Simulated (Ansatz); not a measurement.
# WH2O4 (tungstic acid): HF/def2-SVP (core potential)

Aim: the energy change on altering one bond length of WH2O4 (tungstic acid) at HF/def2-SVP (core potential), from 2 runs. 

The results are computed with Ansatz 0.2.0.

**1. Starting point**

The species is WH2O4 (7 atoms), meant as a singlet with charge 0. As SMILES, `[O]=[W](=[O])([OH])[OH]`. The shape is that of a PBE0-D4/def2-TZVP optimisation. This is one conformer, not always the lowest.

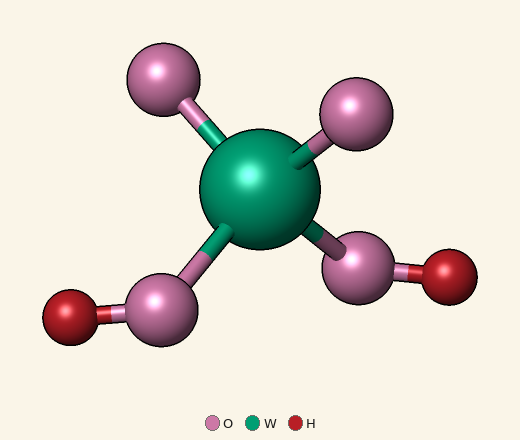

Viewed from a chosen angle; oxygen pink, tungsten teal, hydrogen red.

**2. A single-point energy at HF/def2-SVP (core potential)**

The input, in.yaml:

```yaml
crystal:
  periodic: [false, false, false]
  atoms:
    - {symbol: O, position_ang: [-1.405490, 1.320440, 0.101460]}
    - {symbol: W, position_ang: [-0.074460, 0.262990, 0.223380]}
    - {symbol: O, position_ang: [0.838560, 0.682730, 1.599940]}
    - {symbol: O, position_ang: [-0.678990, -1.507810, 0.417510]}
    - {symbol: O, position_ang: [0.980910, 0.441080, -1.323670]}
    - {symbol: H, position_ang: [-1.588940, -1.793310, 0.309900]}
    - {symbol: H, position_ang: [1.928400, 0.593870, -1.328530]}
basis:
  gaussian:
    orbitals: def2-SVP
output: {orbitals: {seedname: orbitals}}
hamiltonian:
  xc: hf
accuracy: high
```

Started as:

```
$ ansatz run in.yaml --threads 1 --pin off --max-ram 3480MiB --events-out events.jsonl --progress --plain --runs-dir runs
```

The program printed:

```text
Warning: RAYON_NUM_THREADS=1 ignored (pool sized by the plan → 1); use --threads N
Functional definition: HF
  name "HF"
  exchange = exact_x
  correlation = 0
2166 factors; integrals over basis functions are off by at most 3.3e-9 eV
mean field evaluation 1: about -9970.5755 eV, gradient 8.1e1 eV
mean field evaluation 2: about -9970.7318 eV, gradient 8.2e1 eV
mean field evaluation 4: about -9983.0149 eV, gradient 1.1e1 eV
mean field evaluation 8: about -9983.2902 eV, gradient 9.8e-1 eV
mean field evaluation 16: about -9983.2931 eV, gradient 1.5e-6 eV
mean field -9983.29310520 eV, -366.8792546970 hartree, gradient 2.8e-8 eV, S^2 0.000000; 0 other end points of the search recorded, 0 dependent functions left out
reference -9983.29310520 eV, -366.8792546970 hartree; 24, 24 occupied and 74, 74 virtual orbitals, 2166 factors
Total energy: -9983.29310520 eV, -366.8792546970 hartree
```

Run time: 3.9 s. Hardware: 1 thread of Arm Neoverse V1, shared host; peak memory 0.29 GiB.

**3. The distorted shape, same level**

The input, input.yaml:

```yaml
crystal:
  periodic: [false, false, false]
  atoms:
    - {symbol: O, position_ang: [-1.862011, 1.110565, -0.586837]}
    - {symbol: W, position_ang: [-0.530981, 0.053115, -0.464917]}
    - {symbol: O, position_ang: [0.838560, 0.682730, 1.599940]}
    - {symbol: O, position_ang: [-1.135511, -1.717685, -0.270787]}
    - {symbol: O, position_ang: [0.524389, 0.231205, -2.011967]}
    - {symbol: H, position_ang: [-2.045461, -2.003185, -0.378397]}
    - {symbol: H, position_ang: [1.471879, 0.383995, -2.016827]}
basis:
  gaussian: {orbitals: def2-SVP}
output: {orbitals: {seedname: orbitals}}
accuracy: high
hamiltonian: {xc: hf}
```

Started as:

```
$ ansatz run input.yaml --threads 1 --pin off --max-ram 3480MiB --events-out events.jsonl --progress --plain --runs-dir runs
```

The program printed:

```text
Warning: RAYON_NUM_THREADS=1 ignored (pool sized by the plan → 1); use --threads N
Functional definition: HF
  name "HF"
  exchange = exact_x
  correlation = 0
2146 factors; integrals over basis functions are off by at most 1.3e-8 eV
mean field evaluation 1: about -9952.1075 eV, gradient 9.7e1 eV
mean field evaluation 2: about -9952.2258 eV, gradient 9.8e1 eV
mean field evaluation 4: about -9965.3127 eV, gradient 6.0e1 eV
mean field evaluation 8: about -9976.3670 eV, gradient 3.8e0 eV
mean field evaluation 16: about -9976.8857 eV, gradient 1.6e-2 eV
mean field evaluation 32: about -9976.6390 eV, gradient 1.2e0 eV
mean field evaluation 64: about -9973.0581 eV, gradient 1.1e1 eV
mean field evaluation 96: about -9951.4751 eV, gradient 4.3e1 eV
mean field evaluation 128: about -9972.6982 eV, gradient 1.3e1 eV
mean field evaluation 160: about -9970.3990 eV, gradient 1.7e0 eV
mean field evaluation 192: about -9945.0131 eV, gradient 1.2e2 eV
mean field evaluation 224: about -9968.8519 eV, gradient 1.4e1 eV
mean field evaluation 256: about -9975.0648 eV, gradient 1.4e1 eV
mean field -9976.88568458 eV, -366.6437863324 hartree, gradient 5.8e-8 eV, S^2 0.000000; 0 other end points of the search recorded, 0 dependent functions left out
reference -9976.88568458 eV, -366.6437863324 hartree; 24, 24 occupied and 74, 74 virtual orbitals, 2146 factors
Total energy: -9976.88568458 eV, -366.6437863324 hartree
```

It took 8.7 s on 1 thread of Arm Neoverse V1, shared host; peak memory 0.35 GiB.

**4. Summary of results**

Level: HF/def2-SVP (core potential).

```
                                                         quantity          value
                                        first shape: total energy  -366.87925 Eh
                                         first shape: HOMO energy      -13.07 eV
                                         first shape: LUMO energy        1.92 eV
                                       first shape: HOMO–LUMO gap       14.99 eV
                                    distorted shape: total energy  -366.64379 Eh
                                     distorted shape: HOMO energy       -9.89 eV
                                     distorted shape: LUMO energy        0.50 eV
                                   distorted shape: HOMO–LUMO gap       10.39 eV
energy change with the W2–O3 bond stretched from 1.704 to 2.556 Å       6.407 eV
```

**Reading.** With the W2–O3 bond stretched from 1.704 to 2.556 Å the energy rises by 6.41 eV (618 kJ/mol). The first shape isn't relaxed at this level, so the change isn't measured from a minimum. A restricted reference can't describe the breaking bond well at this length.
